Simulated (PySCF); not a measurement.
## Run report: Ga₃P₃H₁₂, geometry relaxation (part 1 of 2)

- system: Ga₃P₃H₁₂
- method: PBE0-D3(BJ)/def2-SVP geometry optimisation, gas phase (PySCF 2.14.0)

It belongs to a series of runs on one base structure; here: bridge PH2.

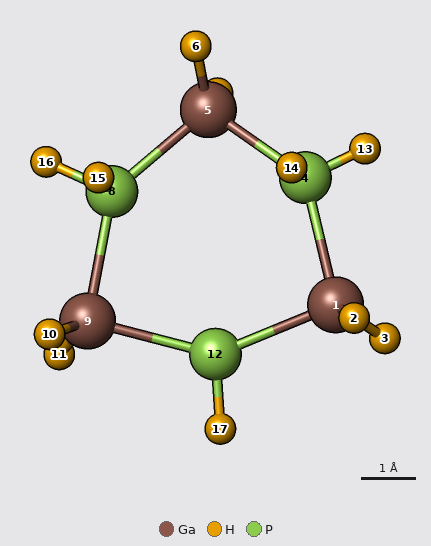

The input geometry (ball-and-stick view, seen on its broad side; atoms are numbered from 1 in the order of the input). Sticks mark near contacts.

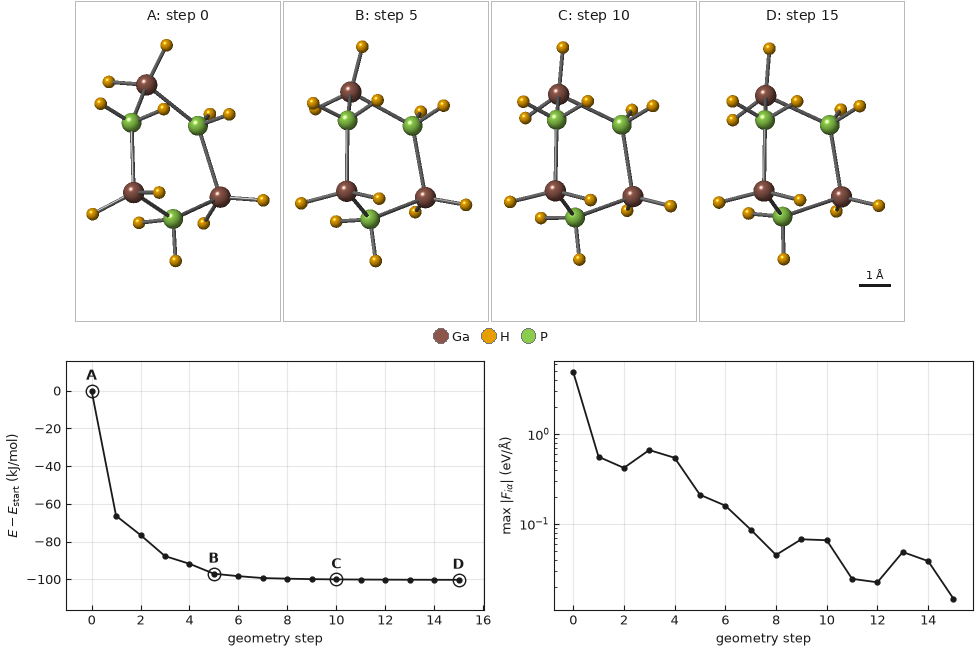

Frames of the relaxation (ball-and-stick view, seen at a tilt) above the curves, on which the letters mark them (steps are counted from 0).

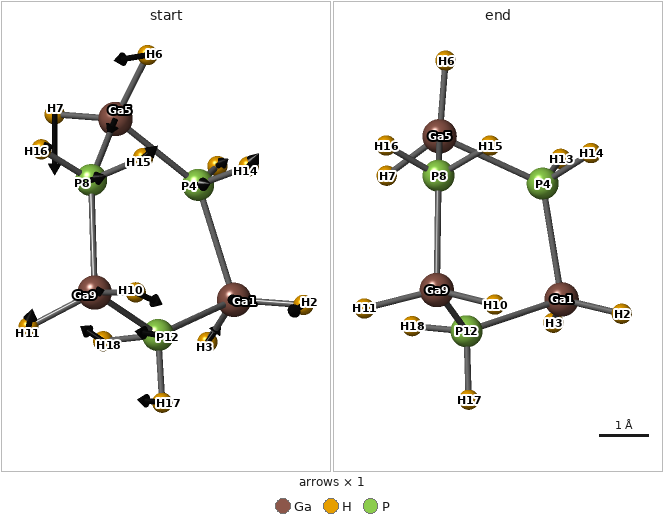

Before (left) and after (right) the relaxation, at one scale (ball-and-stick view, seen at a tilt). The black arrows give the displacements, at true length. Over 15 geometry steps the energy falls by 100.3 kJ/mol. The largest force component goes from 4.9 to 0.015 eV/Å. The largest move after the best rigid fit is that of H7, 1.27 Å. By element the largest moves are H 1.27 Å, P 0.61 Å, Ga 0.40 Å. Among the contacts that change: P4–H13 1.254 → 1.418 Å, Ga1–P12 2.512 → 2.418 Å, Ga9–P12 2.487 → 2.418 Å, Ga1–H3 1.637 → 1.568 Å. Among the angles that change: Ga5–P8–Ga9 141.0° → 122.7°, Ga1–P4–H14 91.1° → 109.1°, Ga1–P12–Ga9 141.9° → 125.1°. (Atoms are counted from 1 in the order of the input.)

The input that produced these results follows, with the program's output.

## Input
```
{"job": {"xc": "PBE0", "basis": "def2-SVP", "d3": "d3bj", "grid": 1, "maxiter": 40, "shake": 0.03, "kind": "geom"}, "charge": 0, "multiplicity": 1}
Ga    -0.219410    -1.274680    -2.375440
H     -0.371780    -2.767130    -2.398080
H     -0.416580    -0.403920    -3.747000
P      1.803960    -0.594740    -1.092590
Ga     2.343100     0.786780     0.777870
H      3.325510    -0.006550     1.681850
H      2.750370     2.233750     0.335540
P      0.229290     0.811490     1.925450
Ga    -2.207430     0.580000     1.489700
H     -2.754930    -0.565990     2.393680
H     -2.939190     1.938550     1.390020
P     -1.898710    -0.188510    -0.854950
H      2.730470    -0.710570    -1.930350
H      1.833120    -1.824270    -0.436450
H      0.325940    -0.447380     2.612260
H      0.304550     1.603310     3.113120
H     -3.165710    -0.269120    -1.462000
H     -1.728900     1.115910    -1.344910
```

The first line tells a small driver script what to run in PySCF; the rest is the geometry in Å.

Command:
```bash
OMP_NUM_THREADS=2 python <driver script> task.json out
```

## The program's output
```
step   0  E = -6803.66246554  max force = 0.096094
step   1  E = -6803.68772451  max force = 0.010894
step   2  E = -6803.69160934  max force = 0.008187
step   3  E = -6803.69586825  max force = 0.012938
step   4  E = -6803.69741675  max force = 0.010616
step   5  E = -6803.69943154  max force = 0.004109
step   6  E = -6803.69992087  max force = 0.003111
step   7  E = -6803.70030219  max force = 0.001686
step   8  E = -6803.70042628  max force = 0.000879
step   9  E = -6803.70052261  max force = 0.001313
step  10  E = -6803.70057177  max force = 0.001281
step  11  E = -6803.70060350  max force = 0.000477
step  12  E = -6803.70062396  max force = 0.000436
step  13  E = -6803.70064071  max force = 0.000946
step  14  E = -6803.70065364  max force = 0.000751
step  15  E = -6803.70066044  max force = 0.000286
optimisation converged
```

## Trajectory as extended XYZ (Å, eV, eV/Å), 16 frames, from step=0 to step=15
```
18
Properties=species:S:1:pos:R:3:forces:R:3 step=0 energy=-185137.08570
Ga   -0.2194   -1.2747   -2.3754   -0.3784   1.9517  -0.4013
H    -0.3718   -2.7671   -2.3981    0.0509  -1.0947   0.1876
H    -0.4166   -0.4039   -3.7470    0.2363  -0.3321   0.7067
P     1.8040   -0.5947   -1.0926   -4.9414   0.4448   2.9735
Ga    2.3431    0.7868    0.7779    0.2699   0.7585  -0.0411
H     3.3255   -0.0066    1.6819    0.0822  -0.2923   0.1446
H     2.7504    2.2338    0.3355   -0.1376   0.0493  -0.1160
P     0.2293    0.8115    1.9255   -0.6960  -0.6148   0.5891
Ga   -2.2074    0.5800    1.4897    0.2861  -0.3363  -0.4251
H    -2.7549   -0.5660    2.3937    0.1231  -0.1618   0.1082
H    -2.9392    1.9385    1.3900   -0.0080   0.3659  -0.0749
P    -1.8987   -0.1885   -0.8549    0.3346   0.1040   0.1241
H     2.7305   -0.7106   -1.9304    4.1940  -0.5604  -3.3645
H     1.8331   -1.8243   -0.4365    0.4112  -0.6172   0.1584
H     0.3259   -0.4474    2.6123    0.0629   0.2604  -0.1380
H     0.3045    1.6033    3.1131    0.1694   0.0130  -0.2563
H    -3.1657   -0.2691   -1.4620   -0.3477  -0.3646  -0.0286
H    -1.7289    1.1159   -1.3449    0.2888   0.4265  -0.1465
18
Properties=species:S:1:pos:R:3:forces:R:3 step=1 energy=-185137.77303
Ga   -0.2513   -1.2287   -2.3405   -0.2086   0.1978   0.0294
H    -0.3975   -2.7882   -2.3368    0.0645  -0.0096   0.1272
H    -0.3762   -0.3787   -3.6526    0.0802   0.0487  -0.0107
P     1.7666   -0.6300   -1.0905   -0.5602  -0.4976   0.0470
Ga    2.2974    0.8107    0.7656    0.3249   0.4436   0.0195
H     3.3050    0.0094    1.6692   -0.0620  -0.0701  -0.0128
H     2.6456    2.2648    0.2867   -0.1238  -0.0233  -0.0681
P     0.1921    0.7801    1.9510   -0.3295  -0.4207   0.2044
Ga   -2.1982    0.5607    1.4636   -0.0100  -0.0789  -0.1587
H    -2.7288   -0.6107    2.3621    0.0785  -0.0240  -0.0105
H    -2.9027    1.9602    1.3819    0.0813   0.0270  -0.0216
P    -1.8923   -0.1409   -0.8640    0.0435   0.4546  -0.1356
H     2.8384   -0.7474   -2.0064    0.1529   0.0408   0.0560
H     1.8872   -1.8908   -0.4426    0.2203   0.0206  -0.0642
H     0.3217   -0.4596    2.6362    0.0680   0.0157   0.0036
H     0.2934    1.5916    3.1111    0.1058   0.1104  -0.0761
H    -3.1778   -0.2673   -1.4625    0.0412  -0.1653   0.0745
H    -1.6789    1.1817   -1.3537    0.0331  -0.0699  -0.0033
18
Properties=species:S:1:pos:R:3:forces:R:3 step=2 energy=-185137.87874
Ga   -0.2740   -1.2087   -2.3181   -0.1130  -0.0690  -0.0215
H    -0.4301   -2.7726   -2.2781    0.0112   0.0740   0.0637
H    -0.3345   -0.3649   -3.6353    0.0530   0.0385  -0.0509
P     1.7382   -0.6725   -1.0704    0.0139  -0.4210  -0.0238
Ga    2.2716    0.8302    0.7506    0.2012   0.2562  -0.0080
H     3.3007    0.0462    1.6464   -0.0300  -0.0118  -0.0167
H     2.5531    2.2823    0.2303   -0.0996  -0.0180  -0.0504
P     0.1838    0.7392    1.9753   -0.1023  -0.3246   0.1101
Ga   -2.1826    0.5410    1.4412   -0.0521  -0.0208  -0.0261
H    -2.7102   -0.6491    2.3159    0.0220  -0.0158  -0.0351
H    -2.8546    1.9589    1.3881    0.0500  -0.0014   0.0039
P    -1.8939   -0.0896   -0.8882    0.0591   0.3878  -0.1068
H     2.8387   -0.7706   -1.9791   -0.1623   0.1197   0.1872
H     1.9300   -1.9277   -0.4269    0.0726   0.0605  -0.0326
H     0.3490   -0.4896    2.6689    0.0451   0.0102   0.0184
H     0.3022    1.5796    3.1123    0.0419   0.0839  -0.0519
H    -3.1793   -0.2435   -1.4761    0.0302  -0.0908   0.0490
H    -1.6643    1.2285   -1.3790   -0.0411  -0.0577  -0.0084
18
Properties=species:S:1:pos:R:3:forces:R:3 step=3 energy=-185137.99463
Ga   -0.3191   -1.1855   -2.2679    0.0385  -0.2921  -0.1069
H    -0.5468   -2.7383   -2.1450   -0.0962   0.1051  -0.0340
H    -0.2220   -0.3771   -3.6068    0.0272  -0.0265  -0.0476
P     1.6895   -0.7870   -1.0033    0.6653  -0.0159  -0.1060
Ga    2.2074    0.8775    0.7002   -0.0135  -0.1524   0.0109
H     3.3122    0.1784    1.5742    0.0594   0.0931  -0.0150
H     2.2996    2.3097    0.0785   -0.0655  -0.0072  -0.0210
P     0.1905    0.6176    2.0323    0.1935  -0.0341  -0.0846
Ga   -2.1399    0.4951    1.4008   -0.0608   0.0439   0.1580
H    -2.6901   -0.7476    2.1808   -0.0719  -0.0130  -0.0782
H    -2.7354    1.9469    1.4456   -0.0110  -0.0134   0.0620
P    -1.8882    0.0664   -0.9521    0.1168   0.1504  -0.0269
H     2.8169   -0.8187   -1.9060   -0.4592   0.1258   0.2461
H     2.0113   -2.0099   -0.3543   -0.1387   0.0221   0.0209
H     0.4444   -0.5799    2.7485   -0.0160  -0.0041   0.0220
H     0.3267    1.5240    3.1148   -0.0548   0.0159   0.0041
H    -3.1741   -0.1300   -1.5175   -0.0123   0.0096   0.0079
H    -1.6393    1.3753   -1.4450   -0.1009  -0.0071  -0.0118
18
Properties=species:S:1:pos:R:3:forces:R:3 step=4 energy=-185138.03677
Ga   -0.3315   -1.1908   -2.2520    0.0543  -0.2015  -0.0601
H    -0.6322   -2.7249   -2.0947   -0.1009   0.0723  -0.0368
H    -0.1651   -0.4153   -3.6046    0.0218  -0.0408  -0.0370
P     1.6784   -0.8323   -0.9678    0.5459   0.1249  -0.1106
Ga    2.1827    0.8941    0.6766   -0.0517  -0.2513   0.0470
H     3.3417    0.2679    1.5351    0.0633   0.1119  -0.0240
H     2.1700    2.3081    0.0112   -0.0493   0.0058  -0.0164
P     0.2068    0.5595    2.0522    0.1787   0.0839  -0.1155
Ga   -2.1195    0.4764    1.3937   -0.0327   0.0487   0.1296
H    -2.7020   -0.7961    2.0975   -0.0689  -0.0085  -0.0750
H    -2.6857    1.9364    1.5052   -0.0195  -0.0158   0.0711
P    -1.8693    0.1466   -0.9776    0.1196   0.0107   0.0095
H     2.7920   -0.8302   -1.8761   -0.3367   0.0555   0.1677
H     2.0262   -2.0411   -0.3095   -0.1312  -0.0108   0.0145
H     0.4939   -0.6266    2.7739   -0.0362  -0.0095   0.0205
H     0.3348    1.4862    3.1186   -0.0590  -0.0155   0.0243
H    -3.1578   -0.0544   -1.5342   -0.0227   0.0264   0.0022
H    -1.6200    1.4536   -1.4697   -0.0747   0.0135  -0.0109
18
Properties=species:S:1:pos:R:3:forces:R:3 step=5 energy=-185138.09160
Ga   -0.3387   -1.2111   -2.2363    0.0575   0.0751   0.0399
H    -0.7897   -2.6952   -2.0369   -0.0560  -0.0207   0.0015
H    -0.0815   -0.5029   -3.6139    0.0069  -0.0431   0.0020
P     1.6804   -0.8855   -0.9244   -0.0353   0.1690   0.0213
Ga    2.1544    0.9045    0.6464   -0.0786  -0.2113   0.0631
H     3.4078    0.4341    1.4676    0.0334   0.0840  -0.0254
H     1.9709    2.2784   -0.0768   -0.0251   0.0209  -0.0198
P     0.2363    0.4882    2.0734    0.0680   0.1333  -0.0534
Ga   -2.0929    0.4556    1.3972    0.0211   0.0417  -0.0097
H    -2.7446   -0.8562    1.9509   -0.0117  -0.0110  -0.0259
H    -2.6276    1.9133    1.6283   -0.0159  -0.0149   0.0488
P    -1.8148    0.2550   -0.9984    0.0470  -0.1207   0.0233
H     2.7494   -0.8444   -1.8479    0.1025  -0.0582  -0.0839
H     2.0263   -2.0847   -0.2531   -0.0240  -0.0468  -0.0204
H     0.5524   -0.6887    2.7986   -0.0503  -0.0083   0.0138
H     0.3350    1.4260    3.1339   -0.0181  -0.0418   0.0292
H    -3.1103    0.0678   -1.5450   -0.0198   0.0231   0.0019
H    -1.5693    1.5627   -1.4857   -0.0017   0.0297  -0.0061
18
Properties=species:S:1:pos:R:3:forces:R:3 step=6 energy=-185138.10491
Ga   -0.3355   -1.2135   -2.2310    0.0414   0.0880   0.0521
H    -0.8398   -2.6791   -2.0225   -0.0233  -0.0303   0.0124
H    -0.0575   -0.5306   -3.6166   -0.0040  -0.0249  -0.0014
P     1.6906   -0.9014   -0.9246   -0.1440   0.1042   0.0600
Ga    2.1396    0.9001    0.6349   -0.0599  -0.1199   0.0418
H     3.4272    0.4999    1.4374    0.0245   0.0560  -0.0131
H     1.8977    2.2579   -0.1067   -0.0182   0.0072  -0.0144
P     0.2413    0.4768    2.0826    0.0337   0.0751  -0.0101
Ga   -2.0866    0.4553    1.4033    0.0219   0.0219  -0.0377
H    -2.7578   -0.8661    1.9091    0.0091  -0.0137  -0.0031
H    -2.6181    1.9067    1.6752   -0.0153  -0.0096   0.0236
P    -1.7891    0.2780   -0.9936   -0.0028  -0.0591   0.0007
H     2.7502   -0.8631   -1.8547    0.1600  -0.0515  -0.1046
H     2.0269   -2.1058   -0.2571   -0.0013  -0.0323  -0.0209
H     0.5522   -0.7007    2.8099   -0.0426  -0.0094   0.0005
H     0.3299    1.4091    3.1488    0.0114  -0.0250   0.0103
H    -3.0874    0.1059   -1.5402   -0.0069   0.0097   0.0017
H    -1.5400    1.5876   -1.4764    0.0162   0.0137   0.0021
```
